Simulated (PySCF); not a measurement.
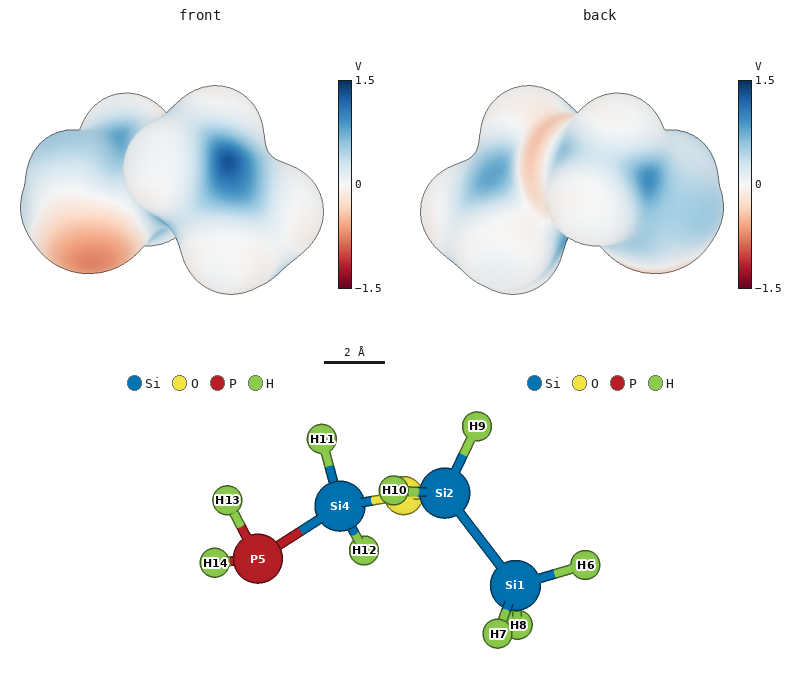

*H9OPSi3 (SMILES [SiH3][SiH2]O[SiH2]P). The electrostatic potential painted on the density surface at 0.001 e/bohr³, seen from the front and from behind; the colour scale runs from red (negative) to blue (positive). The bare structure is drawn below in the same view.*

Geometry: GFN2-xTB.

These are results of PySCF, wB97X-D/def2-SVPD, SCF density, gas phase, not measurements.

```csv
atom,x (Å),y (Å),z (Å)
Si,-2.6983,0.0433,-0.6106
Si,-1.0835,0.4571,0.9788
O,0.1888,-0.5133,0.6480
Si,1.6688,-0.9068,0.1465
P,2.5227,0.8327,-0.9776
H,-3.9870,-0.2691,0.0210
H,-2.9522,1.2024,-1.4754
H,-2.4022,-1.0753,-1.5144
H,-1.4023,0.0829,2.3620
H,-0.5624,1.8308,1.0091
H,2.4195,-1.2787,1.3469
H,1.4897,-2.0297,-0.7726
H,3.1000,1.4413,0.1235
H,3.6978,0.1819,-1.3074
```

**Which sites attract a positive test charge, and which a negative one?**

A positive charge is drawn to the negative regions and a negative charge to the positive ones. The most negative region (about −0.7 V) lies over P5, the most positive (about +1.1 V) over Si2.

**What dipole moment does the calculation give?**

Its dipole moment is 0.60 D.
